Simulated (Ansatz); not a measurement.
# Zinc, omega (AlB2-type) under PBEsol: from relaxation to bulk modulus, part 2 of 2

The plan for zinc in the omega (AlB2-type) structure: relax it, solve it on a dense k-mesh, then scale the cell to 7 volumes from 88 to 112 % of the relaxed one and try a fit of the equation of state. Spin polarisation is left out. The k-meshes are 8×8×12 for the relaxation; 11×11×16 for the dense run; 10×10×13 for the volumes.

Ansatz 0.2.0; DFT, PBEsol, plane waves (420 eV) with PAW, scalar-relativistic.

## Step 6: At 96 % of the relaxed volume

input.yaml

```yaml
crystal:
  lattice:
    - [4.2929444669, 0.0, 0.0]
    - [-2.1464722334, 3.7177989654, 0.0]
    - [0.0, 0.0, 2.6183932123]
  atoms:
    - { symbol: Zn, position: [1.0, 0.0, 1.0] }
    - { symbol: Zn, position: [0.3333333333, 0.6666666667, 0.5] }
    - { symbol: Zn, position: [0.6666666667, 0.3333333333, 0.5] }
hamiltonian:
  xc: pbesol
  pseudopotentials:
    kind: paw
    azcp:
      Zn: "pseudopotentials/Zn.paw.azcp"
basis:
  ecutwfc: 420
  fft_grid_basis: typed
kpoints:
  mp_grid: { grid: [10, 10, 13], shift: [0, 0, 0] }
magnetization:
  spin_polarized: false
scf:
  occupations: { method: fermi_dirac, width: 0.1 }
  lower_state_search: "off"
output:
  stress: true
```

Output, cut to the lines that bear on the results:

```text
Warning: <dir> the record states the generating functional pbe (its physics header spells it `PBE`), which answers neither for hamiltonian.xc's functional nor for the pbesol family's — results may be inconsistent (PPs are generated against a specific XC)
Warning: RAYON_NUM_THREADS=2 ignored (pool sized by the plan → 2); use --threads N
[...]
Pseudopotentials: kind: paw
Pseudopotential: Zn, paw, valence charge 12, recommended cutoff 420 eV (normal), <dir>
Functional definition: PBEsol
[...]
Crystal: 3 atoms, lattice volume = 41.790 Å³
Basis set: ecut = 420 eV, 795 PW (Γ)
Bands: 22, of which v1, the nominal top of the filled ones, is band 18 counted from 1 (17 counted from 0)
Symmetry: 24 space group operations
Space group: P6/mmm (ITA 191), of the structure as read, at distance tolerance 3.5e-5 Å
k-points: 98 of 1300
[...]
SCF iter   1: F=—  HF=-9842.389184 eV  |F-HF|=—  |Δ(HF+E_count)|=         —  Δρ=4.48e-3  dr2=4.41e-3  ethr=1.77e-3  ⟨swp⟩=5.2  Hψ=9286  notcnv=0
[...]
SCF iter   7: F=-9842.388303 eV  HF=-9842.388303 eV  |F-HF|=4.82e-10  |Δ(HF+E_count)|=   1.53e-7  Δρ=2.28e-6  dr2=6.29e-10  ethr=2.74e-10  ⟨swp⟩=4.1  Hψ=7922  notcnv=0
[...]
SCF converged after 7 iterations
Free energy (F): -9842.388303 eV
[...]
E sigma→0 (E₀):  -9842.374170 eV
Entropy (-TS):   -0.028265 eV (-9.422 meV/atom)
Fermi energy:    12.421568 eV
[...]
--- Stress (GPa, compression-positive) ---
        3.468072       0.000000       0.000000
        0.000000       3.468072       0.000000
        0.000000       0.000000       3.869998
  P = ⅓ Tr σ = 3.6020 GPa (36.020 kbar)
```

Wall time 4 s (2 threads of Intel Xeon Platinum 8259CL at 2.50GHz (Skylake/Cascade Lake), shared host); peak memory 0.46 GiB.

## Step 7: At 100 % of the relaxed volume

input.yaml: that of step 6 with these lines changed.

```diff
@@ -2,5 +2,5 @@
   lattice:
-    - [4.2929444669, 0.0, 0.0]
-    - [-2.1464722334, 3.7177989654, 0.0]
-    - [0.0, 0.0, 2.6183932123]
+    - [4.3517592339, 0.0, 0.0]
+    - [-2.175879617, 3.7687340477, 0.0]
+    - [0.0, 0.0, 2.6542660702]
   atoms:
```

Output, cut to the lines that bear on the results:

```text
Warning: <dir> the record states the generating functional pbe (its physics header spells it `PBE`), which answers neither for hamiltonian.xc's functional nor for the pbesol family's — results may be inconsistent (PPs are generated against a specific XC)
Warning: RAYON_NUM_THREADS=2 ignored (pool sized by the plan → 2); use --threads N
[...]
[... 3 set-up lines as earlier in the session ...]
[...]
Crystal: 3 atoms, lattice volume = 43.532 Å³
Basis set: ecut = 420 eV, 903 PW (Γ)
Bands: 22, of which v1, the nominal top of the filled ones, is band 18 counted from 1 (17 counted from 0)
[... 2 set-up lines as earlier in the session ...]
k-points: 98 of 1300
[...]
SCF iter   1: F=—  HF=-9842.407278 eV  |F-HF|=—  |Δ(HF+E_count)|=         —  Δρ=4.02e-3  dr2=3.68e-3  ethr=1.77e-3  ⟨swp⟩=5.2  Hψ=9301  notcnv=0
[...]
SCF iter   7: F=-9842.406680 eV  HF=-9842.406680 eV  |F-HF|=5.80e-10  |Δ(HF+E_count)|=   1.31e-7  Δρ=2.10e-6  dr2=5.57e-10  ethr=2.52e-10  ⟨swp⟩=4.2  Hψ=7952  notcnv=0
[...]
SCF converged after 7 iterations
Free energy (F): -9842.406680 eV
[...]
E sigma→0 (E₀):  -9842.391493 eV
Entropy (-TS):   -0.030374 eV (-10.125 meV/atom)
Fermi energy:    11.728559 eV
[...]
--- Stress (GPa, compression-positive) ---
       -0.262089      -0.000000       0.000000
       -0.000000      -0.262089       0.000000
        0.000000       0.000000       0.321962
  P = ⅓ Tr σ = -0.0674 GPa (-0.674 kbar)
```

It took 3.9 s on 2 threads of Intel Xeon Platinum 8259CL at 2.50GHz (Skylake/Cascade Lake), shared host; peak memory 0.46 GiB.

## Step 8: At 104 % of the relaxed volume

input.yaml: that of step 7 with these lines changed.

```diff
@@ -2,5 +2,5 @@
   lattice:
-    - [4.3517592339, 0.0, 0.0]
-    - [-2.175879617, 3.7687340477, 0.0]
-    - [0.0, 0.0, 2.6542660702]
+    - [4.409025791, 0.0, 0.0]
+    - [-2.2045128955, 3.8183283409, 0.0]
+    - [0.0, 0.0, 2.6891946292]
   atoms:
```

Output, cut to the lines that bear on the results:

```text
Warning: <dir> the record states the generating functional pbe (its physics header spells it `PBE`), which answers neither for hamiltonian.xc's functional nor for the pbesol family's — results may be inconsistent (PPs are generated against a specific XC)
Warning: RAYON_NUM_THREADS=2 ignored (pool sized by the plan → 2); use --threads N
[...]
[... 3 set-up lines as earlier in the session ...]
[...]
Crystal: 3 atoms, lattice volume = 45.273 Å³
Basis set: ecut = 420 eV, 903 PW (Γ)
Bands: 22, of which v1, the nominal top of the filled ones, is band 18 counted from 1 (17 counted from 0)
[... 2 set-up lines as earlier in the session ...]
k-points: 98 of 1300
[...]
SCF iter   1: F=—  HF=-9842.390197 eV  |F-HF|=—  |Δ(HF+E_count)|=         —  Δρ=3.66e-3  dr2=3.12e-3  ethr=1.77e-3  ⟨swp⟩=5.4  Hψ=9405  notcnv=0
[...]
SCF iter   6: F=-9842.389791 eV  HF=-9842.389791 eV  |F-HF|=9.32e-8  |Δ(HF+E_count)|=   3.49e-7  Δρ=2.25e-5  dr2=8.58e-8  ethr=2.78e-10  ⟨swp⟩=3.3  Hψ=10309  notcnv=0
[...]
SCF converged after 6 iterations
Free energy (F): -9842.389791 eV
[...]
E sigma→0 (E₀):  -9842.373631 eV
Entropy (-TS):   -0.032320 eV (-10.773 meV/atom)
Fermi energy:    11.092270 eV
[...]
--- Stress (GPa, compression-positive) ---
       -3.159903      -0.000000       0.000000
       -0.000000      -3.159903       0.000000
        0.000000       0.000000      -2.428323
  P = ⅓ Tr σ = -2.9160 GPa (-29.160 kbar)
```

Run time: 3.8 s. Hardware: 2 threads of Intel Xeon Platinum 8259CL at 2.50GHz (Skylake/Cascade Lake), shared host; peak memory 0.47 GiB.

## Step 9: At 108 % of the relaxed volume

input.yaml: that of step 8 with these lines changed.

```diff
@@ -2,5 +2,5 @@
   lattice:
-    - [4.409025791, 0.0, 0.0]
-    - [-2.2045128955, 3.8183283409, 0.0]
-    - [0.0, 0.0, 2.6891946292]
+    - [4.4648421694, 0.0, 0.0]
+    - [-2.2324210847, 3.8666667426, 0.0]
+    - [0.0, 0.0, 2.7232386816]
   atoms:
```

Output, cut to the lines that bear on the results:

```text
Warning: <dir> the record states the generating functional pbe (its physics header spells it `PBE`), which answers neither for hamiltonian.xc's functional nor for the pbesol family's — results may be inconsistent (PPs are generated against a specific XC)
Warning: RAYON_NUM_THREADS=2 ignored (pool sized by the plan → 2); use --threads N
[...]
[... 3 set-up lines as earlier in the session ...]
[...]
Crystal: 3 atoms, lattice volume = 47.014 Å³
Basis set: ecut = 420 eV, 939 PW (Γ)
Bands: 22, of which v1, the nominal top of the filled ones, is band 18 counted from 1 (17 counted from 0)
[... 2 set-up lines as earlier in the session ...]
k-points: 98 of 1300
[...]
SCF iter   1: F=—  HF=-9842.345933 eV  |F-HF|=—  |Δ(HF+E_count)|=         —  Δρ=3.36e-3  dr2=2.65e-3  ethr=1.77e-3  ⟨swp⟩=5.7  Hψ=9502  notcnv=0
[...]
SCF iter   6: F=-9842.345653 eV  HF=-9842.345653 eV  |F-HF|=5.73e-8  |Δ(HF+E_count)|=   1.32e-7  Δρ=1.88e-5  dr2=6.78e-8  ethr=2.78e-10  ⟨swp⟩=4.9  Hψ=8807  notcnv=0
[...]
SCF converged after 6 iterations
Free energy (F): -9842.345653 eV
[...]
E sigma→0 (E₀):  -9842.328714 eV
Entropy (-TS):   -0.033880 eV (-11.293 meV/atom)
Fermi energy:    10.505860 eV
[...]
--- Stress (GPa, compression-positive) ---
       -5.386186      -0.000000       0.000000
       -0.000000      -5.386186       0.000000
        0.000000       0.000000      -4.550512
  P = ⅓ Tr σ = -5.1076 GPa (-51.076 kbar)
```

Run time: 3.5 s. Hardware: 2 threads of Intel Xeon Platinum 8259CL at 2.50GHz (Skylake/Cascade Lake), shared host; peak memory 0.47 GiB.

## Step 10: At 112 % of the relaxed volume

input.yaml: that of step 9 with these lines changed.

```diff
@@ -2,5 +2,5 @@
   lattice:
-    - [4.4648421694, 0.0, 0.0]
-    - [-2.2324210847, 3.8666667426, 0.0]
-    - [0.0, 0.0, 2.7232386816]
+    - [4.5192968309, 0.0, 0.0]
+    - [-2.2596484155, 3.9138258628, 0.0]
+    - [0.0, 0.0, 2.7564521828]
   atoms:
@@ -27 +27,5 @@
   stress: true
+  write_density: true
+  write_potential: true
+  elf: true
+  volumetric_format: npy
```

Output, cut to the lines that bear on the results:

```text
Warning: <dir> the record states the generating functional pbe (its physics header spells it `PBE`), which answers neither for hamiltonian.xc's functional nor for the pbesol family's — results may be inconsistent (PPs are generated against a specific XC)
Warning: RAYON_NUM_THREADS=2 ignored (pool sized by the plan → 2); use --threads N
[...]
[... 3 set-up lines as earlier in the session ...]
[...]
Crystal: 3 atoms, lattice volume = 48.755 Å³
Basis set: ecut = 420 eV, 939 PW (Γ)
Bands: 22, of which v1, the nominal top of the filled ones, is band 18 counted from 1 (17 counted from 0)
[... 1 set-up line as earlier in the session ...]
Space group: P6/mmm (ITA 191), of the structure as read, at distance tolerance 3.7e-5 Å
k-points: 98 of 1300
[...]
SCF iter   1: F=—  HF=-9842.280759 eV  |F-HF|=—  |Δ(HF+E_count)|=         —  Δρ=3.12e-3  dr2=2.33e-3  ethr=1.77e-3  ⟨swp⟩=5.8  Hψ=9605  notcnv=0
[...]
SCF iter   6: F=-9842.280615 eV  HF=-9842.280615 eV  |F-HF|=4.98e-9  |Δ(HF+E_count)|=   1.76e-8  Δρ=1.32e-5  dr2=5.16e-8  ethr=2.78e-10  ⟨swp⟩=6.8  Hψ=15935  notcnv=0
[...]
SCF converged after 6 iterations
Free energy (F): -9842.280615 eV
[...]
E sigma→0 (E₀):  -9842.263100 eV
Entropy (-TS):   -0.035030 eV (-11.677 meV/atom)
Fermi energy:    9.963148 eV
[...]
--- Stress (GPa, compression-positive) ---
       -7.084201      -0.000000      -0.000000
        0.000000      -7.084201       0.000000
       -0.000000       0.000000      -6.189708
  P = ⅓ Tr σ = -6.7860 GPa (-67.860 kbar)
--- Band table (eV; the first three rows and the last of 98) ---
  k-point 0: bands = ["0.0220", "1.8741", "2.3120", "2.3665", "2.3716", "2.3716", "2.4569", "2.4569", "2.5628", "2.5628", "2.6997", "2.6997", "2.7218", "2.7218", "3.0615", "3.0615", "10.6934", "10.7344", "10.7344", "10.7977", "10.7977", "10.8762"]
[...]
```

Wall time 6.2 s (2 threads of Intel Xeon Platinum 8259CL at 2.50GHz (Skylake/Cascade Lake), shared host); peak memory 0.48 GiB.

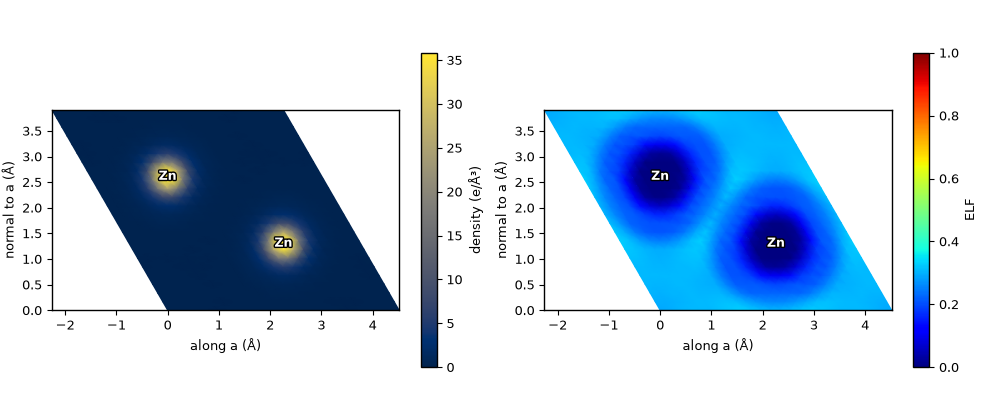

Density (left) and ELF (right) in a lattice plane of the grid's cell (edges 4.52 and 4.52 Å, at 0.500 of the third edge), which holds Zn. Only atoms in the plane are labelled; the density scale stops at 35.84 e/Å³. Both are smooth fields of the valence electrons: close to the nuclei they are not physical.

## Step 11: Fitting the volumes

The cell was scaled evenly, with its shape and the fractional positions fixed.

| V (Å³/atom) | E − E₀ (meV/atom) | P from the stress (GPa) | P from the fit (GPa) |
| --- | --- | --- | --- |
| 12.769 | 67.1 | 14.39 | 14.35 |
| 13.350 | 26.7 | 8.32 | 8.23 |
| 13.930 | 5.8 | 3.60 | 3.50 |
| 14.511 | 0.0 | -0.07 | -0.16 |
| 15.091 | 5.9 | -2.92 | -2.99 |
| 15.671 | 20.9 | -5.11 | -5.17 |
| 16.252 | 42.8 | -6.79 | -6.85 |

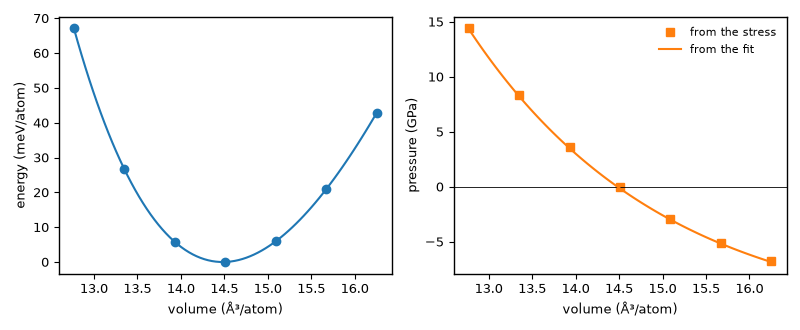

Energy and pressure against volume; the lines are the Birch-Murnaghan fit.

Fit (Birch-Murnaghan, third order): V₀ = 14.482 Å³/atom, B₀ = 81 GPa, B₀′ = 5.4, largest residual 0.02 meV/atom.

Fit and stress differ a little: one follows E(σ → 0), the other the smeared free energy.

## Step 12: Results

What follows sums up all 2 parts.

```
                      quantity                                   value
space group (spins left aside)                        P6/mmm (No. 191)
             conventional cell  a = 4.352 Å, c = 2.654 Å (c/a = 0.610)
                        volume                          14.511 Å³/atom
             shortest distance                                 2.512 Å
               gap on the mesh            none (levels filled in part)
               relative to hcp                           +107 meV/atom
                   V₀, B₀, B₀′             14.482 Å³/atom, 81 GPa, 5.4
```

What this shows: From the guessed start the volume shrank by 4.6 % in 5 steps. It lies 107 meV/atom above the element's reference form at the same level (hcp, from a run of its own). No gap shows: it is a metal or semimetal at this level. The fitted modulus is 81 GPa; letting shape and positions relax at each volume could only lower it. Relaxation kept the symmetry; phonons were not checked.
